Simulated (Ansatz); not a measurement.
**CH₅AlO (built from SMILES [CH3][AlH][OH]): one structure at several levels**

The atoms stand at a displaced guess of a reacting structure. How far do the functionals agree with CCSD(T) there?

The runs use Ansatz 0.2.0, Gaussian basis; single points in def2-TZVPP.

Correlated methods freeze the cores. B3LYP uses VWN-RPA correlation.

### 1 Where the work starts

8 atoms, charge 0, spin multiplicity 1.

Atoms are counted from 1 here; the program's logs count them from 0.

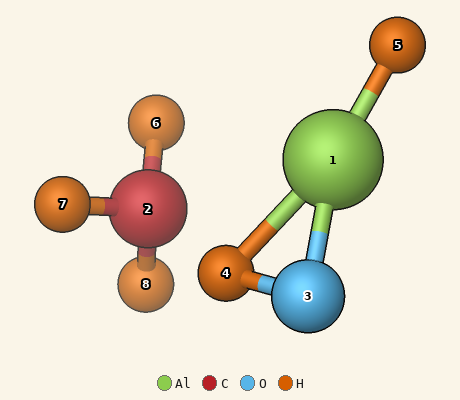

As it starts; aluminium green, carbon red, oxygen blue, hydrogen orange; atoms are numbered from 1 in the order of the file.

Coordinates:

```
Al   -1.25400   -0.05350    0.70950
C     0.87220    0.17990   -0.44360
O    -1.37730   -1.21760   -0.28570
H    -0.41970   -0.69200   -0.57200
H    -1.52360    0.74920    1.82220
H     1.29520    0.91790    0.27680
H     0.81100    0.62820   -1.37180
H     1.67390   -0.58900   -0.42880
```

### 2 CCSD(T)/def2-TZVPP

File run/in.yaml:

```yaml
crystal:
  periodic: [false, false, false]
  atoms:
    - {symbol: Al, position_ang: [-1.254000, -0.053500, 0.709500]}
    - {symbol: C, position_ang: [0.872200, 0.179900, -0.443600]}
    - {symbol: O, position_ang: [-1.377300, -1.217600, -0.285700]}
    - {symbol: H, position_ang: [-0.419700, -0.692000, -0.572000]}
    - {symbol: H, position_ang: [-1.523600, 0.749200, 1.822200]}
    - {symbol: H, position_ang: [1.295200, 0.917900, 0.276800]}
    - {symbol: H, position_ang: [0.811000, 0.628200, -1.371800]}
    - {symbol: H, position_ang: [1.673900, -0.589000, -0.428800]}
basis:
  gaussian: {orbitals: def2-TZVPP}
correlation: {method: ccsd_t}
output: {forces: true}
```

No record of the launch command was kept for these runs.

Log, cut to the lines that bear on the results:

```text
Functional definition: HF
  name "HF"
  cite "Fock, Z. Phys. 61, 126 (1930) doi:10.1007/BF01340294"
  parent pbe
[...]
1025 factors; integrals over basis functions are off by at most 9.4e-4 eV
[...]
mean field -9728.73920706 eV, -357.5245714833 hartree, gradient 3.0e-6 eV, S^2 0.000000; 0 other end points of the search recorded, 0 dependent functions left out
7 core orbitals not correlated: weight in the atoms' cores, before any rotation towards them, 1.000 or more for the frozen orbitals, at most 0.000 for the correlated occupied ones
reference -9728.73920706 eV, -357.5245714833 hartree; 9, 9 occupied and 158, 158 virtual orbitals, 1025 factors
second order -14.36913006 eV of doubles, -0.00000000 eV of singles
cycle   1  -14.48247748 eV  change   -1.1e-1 eV  update   9.3e-2
[...]
cycle  12  -14.94043040 eV  change   -5.9e-6 eV  update   3.2e-6
perturbative correction -0.58444510 eV, -0.0214779612 hartree
[...]
Total energy: -9744.26408256 eV, -358.0951001346 hartree
Atom 0 at    -1.254000    -0.053500     0.709500 Å, force     2.880280     2.942548     1.091551 eV/Å
Atom 1 at     0.872200     0.179900    -0.443600 Å, force     0.265728    -0.151073     3.450828 eV/Å
Atom 2 at    -1.377300    -1.217600    -0.285700 Å, force    -0.662491    -4.126321    -4.083417 eV/Å
Atom 3 at    -0.419700    -0.692000    -0.572000 Å, force    -0.375706    -1.602546    -0.493101 eV/Å
Atom 4 at    -1.523600     0.749200     1.822200 Å, force    -0.970645     1.908130     2.709285 eV/Å
Atom 5 at     1.295200     0.917900     0.276800 Å, force    -0.314799     0.014510    -0.432001 eV/Å
Atom 6 at     0.811000     0.628200    -1.371800 Å, force     0.012513     1.043482    -2.068594 eV/Å
Atom 7 at     1.673900    -0.589000    -0.428800 Å, force    -0.834881    -0.028730    -0.174551 eV/Å
Dipole moment:    -0.173279     0.413238     0.409272 e Å
```

Wall time 73 s (4 threads, shared host); peak memory 3 GiB.

### 3 PBE0-D4/def2-TZVPP

run/in.yaml: that of step 2 with these lines changed.

```diff
@@ -13,3 +13,3 @@
   gaussian: {orbitals: def2-TZVPP}
-correlation: {method: ccsd_t}
-output: {forces: true}
+hamiltonian: {xc: pbe0, dispersion: d4}
+output: {forces: true, orbitals: {seedname: orbitals}}
```

The log in run was not kept; the run's report gives a total energy of -9755.464860 eV.

Wall time 1.4 s (4 threads, shared host); peak memory 0.32 GiB.

### 4 wB97M-V/def2-TZVPP

run/in.yaml: that of step 3 with these lines changed.

```diff
@@ -13,3 +13,3 @@
   gaussian: {orbitals: def2-TZVPP}
-hamiltonian: {xc: pbe0, dispersion: d4}
-output: {forces: true, orbitals: {seedname: orbitals}}
+hamiltonian: {xc: {name: wB97M-V}}
+output: {forces: true}
```

Log, cut to the lines that bear on the results:

```text
Functional definition: wB97M-V
  name "wB97M-V"
  cite "Mardirossian & Head-Gordon, J. Chem. Phys. 144, 214110 (2016) doi:10.1063/1.4952647"
  cite "Becke, J. Chem. Phys. 107, 8554 (1997) doi:10.1063/1.475007"
  cite "Vydrov & Van Voorhis, J. Chem. Phys. 133, 244103 (2010) doi:10.1063/1.3521275"
  # Of w^i u^j: cxij and so on, Table III.
[...]
  gx(w, u) = 1 - cx + cx01*u + cx10*w
  gss(w, u) = css00 + css04*u^4 + css10*w + css20*w^2 + css43*w^4*u^3
  gos(w, u) = cos00 + cos10*w + (cos20 + cos21*u)*w^2 + (cos60 + cos61*u)*w^6
[...]
      + integral(e_c_pw_mod_opposite_spin*gos(b97_w_opposite, b97_u_opposite)) + vv10(b, c)
898 factors; their error is unknown
234 factors; integrals over basis functions are off by at most 1.3e-5 eV
[...]
mean field -9760.22492756 eV, -358.6816503697 hartree, gradient 4.3e-5 eV, S^2 0.000000; 0 other end points of the search recorded, 0 dependent functions left out
[...]
reference -9760.22497761 eV, -358.6816522091 hartree; 16, 16 occupied and 158, 158 virtual orbitals, 898 factors
Total energy: -9760.22497761 eV, -358.6816522091 hartree
Atom 0 at    -1.254000    -0.053500     0.709500 Å, force     2.784613     2.747917     0.998032 eV/Å
Atom 1 at     0.872200     0.179900    -0.443600 Å, force     0.253097    -0.152912     3.457155 eV/Å
Atom 2 at    -1.377300    -1.217600    -0.285700 Å, force    -0.628830    -3.797129    -3.782600 eV/Å
Atom 3 at    -0.419700    -0.692000    -0.572000 Å, force    -0.285474    -1.605218    -0.587369 eV/Å
Atom 4 at    -1.523600     0.749200     1.822200 Å, force    -0.926861     1.816273     2.571293 eV/Å
Atom 5 at     1.295200     0.917900     0.276800 Å, force    -0.355223    -0.057016    -0.492628 eV/Å
Atom 6 at     0.811000     0.628200    -1.371800 Å, force     0.027981     1.006613    -1.983058 eV/Å
Atom 7 at     1.673900    -0.589000    -0.428800 Å, force    -0.869302     0.041471    -0.180825 eV/Å
Dipole moment:    -0.164412     0.423657     0.413595 e Å
```

Wall time 4.2 s (4 threads, shared host); peak memory 0.4 GiB.

### 5 r2SCAN-D4/def2-TZVPP

run/in.yaml: that of step 4 with these lines changed.

```diff
@@ -13,3 +13,3 @@
   gaussian: {orbitals: def2-TZVPP}
-hamiltonian: {xc: {name: wB97M-V}}
+hamiltonian: {xc: r2scan, dispersion: d4}
 output: {forces: true}
```

The log in run was not kept; the run's report gives a total energy of -9759.770523 eV.

Wall time 2.1 s (4 threads, shared host); peak memory 0.19 GiB.

### 6 PBE-D4/def2-TZVPP

run/in.yaml: that of step 5 with these lines changed.

```diff
@@ -13,3 +13,3 @@
   gaussian: {orbitals: def2-TZVPP}
-hamiltonian: {xc: r2scan, dispersion: d4}
+hamiltonian: {xc: pbe, dispersion: d4}
 output: {forces: true}
```

The log in run was not kept; the run's report gives a total energy of -9754.764105 eV.

Run time: 1.1 s. Hardware: 4 threads, shared host; peak memory 0.17 GiB.

### 7 B3LYP-D4/def2-TZVPP

run/in.yaml: that of step 6 with these lines changed.

```diff
@@ -13,3 +13,3 @@
   gaussian: {orbitals: def2-TZVPP}
-hamiltonian: {xc: pbe, dispersion: d4}
+hamiltonian: {xc: {name: B3LYP}, dispersion: d4}
 output: {forces: true}
```

The log in run was not kept; the run's report gives a total energy of -9763.179720 eV.

Run time: 1.5 s. Hardware: 4 threads, shared host; peak memory 0.32 GiB.

### 8 CAM-B3LYP-D4/def2-TZVPP

run/in.yaml: that of step 7 with these lines changed.

```diff
@@ -13,3 +13,3 @@
   gaussian: {orbitals: def2-TZVPP}
-hamiltonian: {xc: {name: B3LYP}, dispersion: d4}
+hamiltonian: {xc: {name: CAM-B3LYP}, dispersion: d4}
 output: {forces: true}
```

The log in run was not kept; the run's report gives a total energy of -9761.081398 eV.

Run time: 1.7 s. Hardware: 4 threads, shared host; peak memory 0.36 GiB.

### 9 Side by side

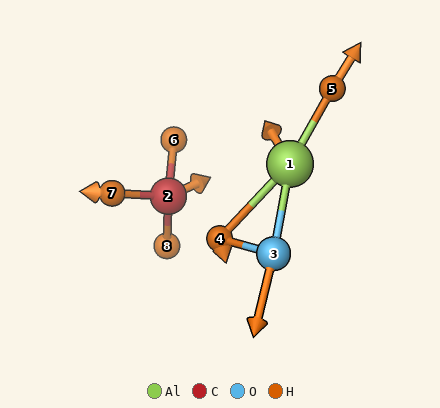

Forces at CCSD(T); the longest arrow is 5.84 eV/Å.

```csv
method,RMS force component (eV/Å),RMS error against CCSD(T) (eV/Å),angle to CCSD(T) forces (°),dipole (D)
CCSD(T),1.888,reference,reference,2.91
PBE0-D4,1.799,0.152,3.8,2.90
wB97M-V,1.795,0.117,2.2,2.95
r2SCAN-D4,1.832,0.163,4.7,2.82
PBE-D4,1.928,0.215,6.3,2.71
B3LYP-D4,1.794,0.129,2.7,2.90
CAM-B3LYP-D4,1.744,0.190,3.9,2.99
```

Energy less the free neutral atoms in their ground states at the same level (atoms from separate runs):

Differences are taken before rounding.

```csv
method,rung,energy less atoms (kJ/mol),from CCSD(T) (kJ/mol)
PBE-D4,GGA,-2493.2,-98.8
r2SCAN-D4,meta-GGA,-2476.3,-81.9
PBE0-D4,hybrid,-2438.0,-43.6
B3LYP-D4,hybrid,-2457.7,-63.4
CAM-B3LYP-D4,range-separated hybrid,-2470.0,-75.6
wB97M-V,range-separated hybrid,-2468.3,-73.9
Hartree-Fock,wavefunction,-1688.3,+706.1
MP2,wavefunction,-2435.7,-41.3
CCSD,wavefunction,-2353.8,+40.6
CCSD(T),wavefunction,-2394.4,0
```

Cost and force error (times from a shared host):

```
      method   time  RMS force error (eV/Å)
     CCSD(T)   73 s                       0
     PBE0-D4  1.4 s                   0.152
     wB97M-V  4.2 s                   0.117
   r2SCAN-D4  2.1 s                   0.163
      PBE-D4  1.1 s                   0.215
    B3LYP-D4  1.5 s                   0.129
CAM-B3LYP-D4  1.7 s                   0.190
```

### 10 Summary of results

| quantity | value |
| --- | --- |
| energy less free atoms, CCSD(T)/def2-TZVPP | -2394.4 kJ/mol |
| RMS force component | 1.744 to 1.928 eV/Å over the methods |
| RMS force error | PBE0-D4 0.152, wB97M-V 0.117, r2SCAN-D4 0.163, PBE-D4 0.215, B3LYP-D4 0.129, CAM-B3LYP-D4 0.190 eV/Å |
| HOMO and LUMO, PBE0-D4 | -6.70 and -1.10 eV |
| T1 diagnostic | 0.014 |

**Reading.** Against CCSD(T) the functionals' energies less atoms differ by -98.8 to -43.6 kJ/mol, PBE-D4 by -98.8 kJ/mol. The reference is not at the basis limit: in triple zeta CCSD(T) underbinds, which counts against methods that bind more; the gaps are no ranking. For forces wB97M-V does best and PBE-D4 worst. Frozen-core CCSD(T) forces in triple zeta carry basis errors of their own, and this is one geometry, so small gaps rank nothing.
